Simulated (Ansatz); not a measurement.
**Run report: SiN$_{2}$H$_{5}$SF, geometry relaxation (part 3 of 3)**

The same run, continued: SiN$_{2}$H$_{5}$SF; RKS PBE0-D4/def2-TZVP (Ansatz 0.2.0). The geometry is a transition state displaced along its imaginary mode. The reaction was set up to form F2–H4 and to break Si1–F2 and S3–H4 (atoms counted from 1 in the order of the input); sticks are drawn by distance alone.

Geometry of the input (Å):
```
Si 0.1498  -0.0948  0.2331
F  1.5930  -0.5150  -0.3224
S  0.6357  -0.5894  2.1947
H  1.6471  -0.7636  1.1241
N  -0.1196  1.5404  -0.1600
N  -1.0429  -1.0015  -0.5747
H  -0.4936  1.8324  -1.0445
H  0.3148  2.2944  0.3437
H  -1.4538  -0.7295  -1.4511
H  -1.2304  -1.9733  -0.3427
```

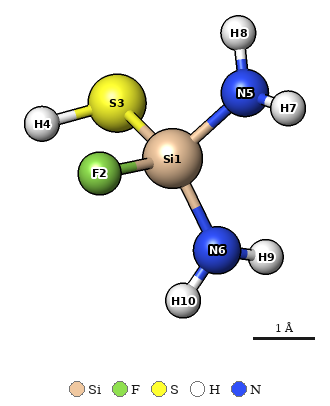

The geometry at step 31 of the log (ball-and-stick view, seen at a tilt; atoms are numbered from 1 in the order of the input).

## Trajectory as extended XYZ, continued
```
10
Properties=species:S:1:pos:R:3:forces:R:3 step=23 energy=-24486.49491
Si    0.2184   -0.1536   -0.0265    0.0030  -0.0095   0.0056
F     1.5609   -0.6908   -0.7125   -0.0010  -0.0026   0.0053
S     0.5028   -0.5210    2.0616    0.0844   0.0060  -0.0170
H     1.8444   -0.5380    1.9553   -0.0761  -0.0033   0.0134
N    -0.0796    1.4978   -0.2226   -0.0140   0.0186  -0.0074
N    -1.0420   -0.9974   -0.7790   -0.0082   0.0112  -0.0133
H    -0.2560    1.9115   -1.1236    0.0031  -0.0129   0.0140
H     0.2267    2.1640    0.4648    0.0032  -0.0013  -0.0042
H    -1.9921   -0.6840   -0.6739    0.0041  -0.0048   0.0026
H    -0.9833   -1.9885   -0.9436    0.0014  -0.0013   0.0009
10
Properties=species:S:1:pos:R:3:forces:R:3 step=24 energy=-24486.49514
Si    0.2184   -0.1483   -0.0236    0.0124  -0.0012   0.0009
F     1.5638   -0.6872   -0.7027   -0.0033  -0.0069   0.0042
S     0.5037   -0.5010    2.0672    0.1338  -0.0016  -0.0137
H     1.8443   -0.5787    1.9514   -0.1310   0.0034   0.0134
N    -0.0841    1.5015   -0.2254   -0.0157   0.0177  -0.0007
N    -1.0380   -0.9951   -0.7800   -0.0097   0.0124  -0.0141
H    -0.2722    1.9100   -1.1262    0.0016  -0.0129   0.0122
H     0.2293    2.1717    0.4550    0.0037  -0.0016  -0.0060
H    -1.9895   -0.6867   -0.6721    0.0059  -0.0055   0.0029
H    -0.9756   -1.9861   -0.9437    0.0023  -0.0037   0.0009
10
Properties=species:S:1:pos:R:3:forces:R:3 step=25 energy=-24486.49548
Si    0.2187   -0.1445   -0.0222    0.0139   0.0065  -0.0021
F     1.5656   -0.6833   -0.6985   -0.0038  -0.0115   0.0065
S     0.5045   -0.4879    2.0703    0.1329  -0.0064  -0.0093
H     1.8417   -0.6063    1.9499   -0.1309   0.0078   0.0101
N    -0.0875    1.5043   -0.2270   -0.0157   0.0123   0.0039
N    -1.0354   -0.9940   -0.7799   -0.0014   0.0066  -0.0180
H    -0.2813    1.9091   -1.1282   -0.0012  -0.0108   0.0082
H     0.2314    2.1770    0.4482    0.0046  -0.0010  -0.0051
H    -1.9877   -0.6895   -0.6692   -0.0008  -0.0033   0.0040
H    -0.9699   -1.9848   -0.9435    0.0025  -0.0002   0.0018
10
Properties=species:S:1:pos:R:3:forces:R:3 step=26 energy=-24486.49569
Si    0.2187   -0.1314   -0.0144    0.0113   0.0335  -0.0002
F     1.5719   -0.6728   -0.6764   -0.0037  -0.0227   0.0014
S     0.5083   -0.4407    2.0839    0.3150  -0.0508  -0.0433
H     1.8296   -0.7013    1.9357   -0.3121   0.0514   0.0421
N    -0.1001    1.5137   -0.2306   -0.0048   0.0170   0.0225
N    -1.0252   -0.9886   -0.7818    0.0069  -0.0070  -0.0210
H    -0.3192    1.9036   -1.1328   -0.0021  -0.0095   0.0148
H     0.2455    2.1965    0.4222   -0.0085  -0.0179  -0.0255
H    -1.9812   -0.6998   -0.6604   -0.0057  -0.0024   0.0072
H    -0.9482   -1.9790   -0.9454    0.0038   0.0083   0.0019
10
Properties=species:S:1:pos:R:3:forces:R:3 step=27 energy=-24486.49738
Si    0.2217   -0.1248   -0.0159    0.0230   0.0254  -0.0050
F     1.5744   -0.6653   -0.6795   -0.0056  -0.0250   0.0076
S     0.5144   -0.4238    2.0832    0.2041  -0.0357  -0.0060
H     1.8188   -0.7441    1.9416   -0.2117   0.0469   0.0078
N    -0.1033    1.5186   -0.2353   -0.0103   0.0005   0.0239
N    -1.0212   -0.9882   -0.7780    0.0031   0.0021  -0.0323
H    -0.3258    1.9055   -1.1376   -0.0106  -0.0078   0.0088
H     0.2396    2.2041    0.4154    0.0056  -0.0042  -0.0138
H    -1.9781   -0.7035   -0.6535   -0.0007  -0.0048   0.0080
H    -0.9404   -1.9783   -0.9405    0.0031   0.0026   0.0010
10
Properties=species:S:1:pos:R:3:forces:R:3 step=28 energy=-24486.50629
Si    0.2369   -0.0975   -0.0075   -0.0348  -0.0726   0.0088
F     1.5806   -0.6785   -0.6575    0.0051   0.0586   0.0150
S     0.5526   -0.3105    2.1021    0.0625  -0.0104  -0.0657
H     1.7379   -0.9269    1.9447   -0.0835   0.0105   0.0039
N    -0.1211    1.5370   -0.2362    0.0477   0.0034  -0.0125
N    -0.9948   -0.9705   -0.7860   -0.0216   0.0250   0.0417
H    -0.4324    1.8887   -1.1268   -0.0033  -0.0034   0.0110
H     0.2817    2.2478    0.3505   -0.0076  -0.0192  -0.0114
H    -1.9565   -0.7376   -0.5987    0.0051  -0.0132   0.0007
H    -0.8848   -1.9518   -0.9845    0.0304   0.0213   0.0085
10
Properties=species:S:1:pos:R:3:forces:R:3 step=29 energy=-24486.50103 accepted=F
Si    0.2549   -0.0879   -0.0150    0.0405   0.2496  -0.1781
F     1.5986   -0.6505   -0.6802   -0.0601  -0.1022   0.0695
S     0.5712   -0.2403    2.0872    0.1484  -0.1327   0.0611
H     1.6412   -1.0468    1.9472   -0.1038   0.0537   0.0407
N    -0.0502    1.5514   -0.2751   -0.1915   0.0082   0.0106
N    -0.9854   -0.9684   -0.7739    0.1219  -0.0416  -0.0002
H    -0.5057    1.8863   -1.1105    0.1192   0.0263   0.1433
H     0.2736    2.2726    0.3496   -0.0346  -0.0904  -0.1654
H    -1.9476   -0.7687   -0.5606   -0.0418   0.0203   0.0459
H    -0.8505   -1.9476   -0.9687    0.0019   0.0088  -0.0274
10
Properties=species:S:1:pos:R:3:forces:R:3 step=30 energy=-24486.51033
Si    0.2425   -0.0877   -0.0079   -0.0192  -0.0238  -0.0175
F     1.5870   -0.6648   -0.6593   -0.0065   0.0274   0.0105
S     0.5611   -0.2849    2.1001    0.0781  -0.0208  -0.0365
H     1.6962   -0.9916    1.9476   -0.0923   0.0265   0.0047
N    -0.1127    1.5457   -0.2456    0.0157  -0.0206   0.0173
N    -0.9891   -0.9673   -0.7794   -0.0118   0.0168   0.0269
H    -0.4626    1.8874   -1.1252    0.0069   0.0054   0.0072
H     0.2920    2.2640    0.3301   -0.0044  -0.0115  -0.0178
H    -1.9516   -0.7567   -0.5704    0.0142  -0.0145   0.0008
H    -0.8628   -1.9441   -0.9899    0.0193   0.0153   0.0044
10
Properties=species:S:1:pos:R:3:forces:R:3 step=31 energy=-24486.51239
Si    0.2475   -0.0768   -0.0096    0.0029   0.0507   0.0012
F     1.5929   -0.6477   -0.6642   -0.0193  -0.0136  -0.0001
S     0.5750   -0.2406    2.0973    0.2627  -0.2044  -0.0605
H     1.6365   -1.0684    1.9430   -0.2610   0.1772   0.0577
N    -0.1068    1.5548   -0.2518   -0.0460   0.0023  -0.0423
N    -0.9827   -0.9663   -0.7716   -0.0218  -0.0118   0.0208
H    -0.4875    1.8890   -1.1223    0.0274  -0.0007   0.0462
H     0.3052    2.2788    0.3109    0.0035  -0.0019  -0.0169
H    -1.9455   -0.7859   -0.5338    0.0493  -0.0191  -0.0050
H    -0.8347   -1.9367   -0.9980    0.0023   0.0213  -0.0011
10
Properties=species:S:1:pos:R:3:forces:R:3 step=32 energy=-24486.51836
Si    0.2603   -0.0584   -0.0147   -0.0415   0.0669  -0.0282
F     1.5892   -0.6284   -0.6975    0.0745  -0.0120  -0.0050
S     0.6170   -0.1895    2.0873   -0.0334   0.0145   0.0030
H     1.5274   -1.1678    1.9697    0.0164  -0.0263  -0.0128
N    -0.1161    1.5706   -0.2537    0.0233  -0.0501   0.0197
N    -0.9675   -0.9661   -0.7577   -0.0734  -0.0306   0.0383
H    -0.5160    1.8941   -1.1184   -0.0018   0.0054   0.0032
H     0.3260    2.2999    0.2784    0.0018   0.0140  -0.0117
H    -1.9241   -0.8311   -0.4721    0.0142  -0.0095  -0.0080
H    -0.7961   -1.9233   -1.0211    0.0200   0.0277   0.0015
10
Properties=species:S:1:pos:R:3:forces:R:3 step=33 energy=-24486.51900
Si    0.2541   -0.0516   -0.0116    0.0110   0.0427   0.0129
F     1.5810   -0.6311   -0.6923    0.0717   0.0026  -0.0105
S     0.6083   -0.1892    2.0916   -0.0515   0.0516  -0.0342
H     1.5040   -1.1771    1.9581    0.0431  -0.0596   0.0078
N    -0.1067    1.5785   -0.2571   -0.0074  -0.0217   0.0010
N    -0.9709   -0.9652   -0.7500   -0.0055   0.0236   0.0187
H    -0.5251    1.9003   -1.1136   -0.0030  -0.0113  -0.0097
H     0.3494    2.3104    0.2587    0.0111   0.0120   0.0195
H    -1.9222   -0.8685   -0.4391   -0.0708  -0.0077   0.0056
H    -0.7718   -1.9065   -1.0448    0.0013  -0.0321  -0.0110
10
Properties=species:S:1:pos:R:3:forces:R:3 step=34 energy=-24486.52000
Si    0.2626   -0.0473   -0.0156   -0.0084   0.0388   0.0212
F     1.5938   -0.6126   -0.7005    0.0160  -0.0167  -0.0193
S     0.6172   -0.1816    2.0860   -0.0033   0.0017  -0.0047
H     1.4739   -1.2089    1.9665   -0.0027   0.0015   0.0012
N    -0.1079    1.5810   -0.2600   -0.0038  -0.0056  -0.0021
N    -0.9680   -0.9657   -0.7404    0.0041  -0.0192  -0.0099
H    -0.5301    1.8956   -1.1177   -0.0007  -0.0043   0.0081
H     0.3473    2.3179    0.2502    0.0073  -0.0015   0.0027
H    -1.9175   -0.8745   -0.4190   -0.0108  -0.0012  -0.0012
H    -0.7711   -1.9036   -1.0496    0.0023   0.0065   0.0041
10
Properties=species:S:1:pos:R:3:forces:R:3 step=35 energy=-24486.51993 accepted=F
Si    0.2622   -0.0452   -0.0167   -0.0041  -0.0070  -0.0100
F     1.5893   -0.6140   -0.7101   -0.0070   0.0046   0.0183
S     0.6205   -0.1752    2.0840    0.0022   0.0032   0.0002
H     1.4659   -1.2125    1.9725    0.0010  -0.0029  -0.0053
N    -0.1065    1.5833   -0.2580    0.0027   0.0070   0.0066
N    -0.9677   -0.9681   -0.7380    0.0078  -0.0086  -0.0090
H    -0.5390    1.9010   -1.1090    0.0017  -0.0021  -0.0053
H     0.3591    2.3174    0.2476   -0.0064  -0.0046  -0.0033
H    -1.9217   -0.8810   -0.4293    0.0088   0.0082   0.0151
H    -0.7619   -1.9055   -1.0431   -0.0067   0.0020  -0.0074
10
Properties=species:S:1:pos:R:3:forces:R:3 step=36 energy=-24486.52012
Si    0.2626   -0.0461   -0.0160   -0.0056   0.0146   0.0069
F     1.5920   -0.6136   -0.7044    0.0048  -0.0043  -0.0031
S     0.6185   -0.1771    2.0851    0.0042  -0.0066  -0.0042
H     1.4676   -1.2110    1.9677   -0.0032   0.0029   0.0040
N    -0.1073    1.5821   -0.2589   -0.0008   0.0002  -0.0021
N    -0.9676   -0.9668   -0.7393   -0.0021  -0.0069  -0.0024
H    -0.5338    1.8974   -1.1139   -0.0006  -0.0001   0.0009
H     0.3530    2.3179    0.2488    0.0013  -0.0021  -0.0004
H    -1.9182   -0.8791   -0.4196    0.0019   0.0000   0.0005
H    -0.7668   -1.9035   -1.0495    0.0000   0.0023   0.0000
10
Properties=species:S:1:pos:R:3:forces:R:3 step=37 energy=-24486.52014
Si    0.2628   -0.0451   -0.0162    0.0009  -0.0063  -0.0019
F     1.5918   -0.6133   -0.7054   -0.0019   0.0019   0.0004
S     0.6193   -0.1763    2.0847   -0.0008   0.0013  -0.0001
H     1.4640   -1.2140    1.9697   -0.0009   0.0001  -0.0010
N    -0.1070    1.5830   -0.2593    0.0005   0.0021   0.0005
N    -0.9674   -0.9668   -0.7388    0.0021   0.0024   0.0018
H    -0.5360    1.8980   -1.1131   -0.0002  -0.0007   0.0001
H     0.3551    2.3188    0.2466    0.0002  -0.0008  -0.0002
H    -1.9173   -0.8820   -0.4166   -0.0001  -0.0008   0.0000
H    -0.7651   -1.9023   -1.0516    0.0003   0.0009   0.0004
10
Properties=species:S:1:pos:R:3:forces:R:3 step=38 energy=-24486.52015
Si    0.2630   -0.0447   -0.0164    0.0012   0.0008  -0.0012
F     1.5919   -0.6124   -0.7062   -0.0014   0.0003   0.0005
S     0.6195   -0.1755    2.0844   -0.0004   0.0007   0.0006
H     1.4609   -1.2157    1.9697    0.0004  -0.0008   0.0001
N    -0.1067    1.5835   -0.2594   -0.0001  -0.0012   0.0005
N    -0.9672   -0.9668   -0.7382   -0.0009  -0.0010   0.0001
H    -0.5367    1.8981   -1.1129    0.0004   0.0005   0.0006
H     0.3562    2.3192    0.2458   -0.0003   0.0000  -0.0009
H    -1.9168   -0.8840   -0.4145   -0.0002   0.0011   0.0006
H    -0.7641   -1.9016   -1.0524    0.0014  -0.0004  -0.0007
```

## Summary

- outcome: converged
- total energy: −24486.5202 eV
- mean-field energy: −24486.3089 eV
- dispersion energy: −0.2113 eV
- SCF solution under orbital rotations: stable
- largest force (length of the vector) at the end: 0.002 eV/Å
- dipole moment: 1.65 D
- hardware: 4 threads of Arm Neoverse V1, 23 GiB of memory available, shared host
- wall time: 2.1 min (CPU time 7.9 min)
- peak memory: 0.53 GiB
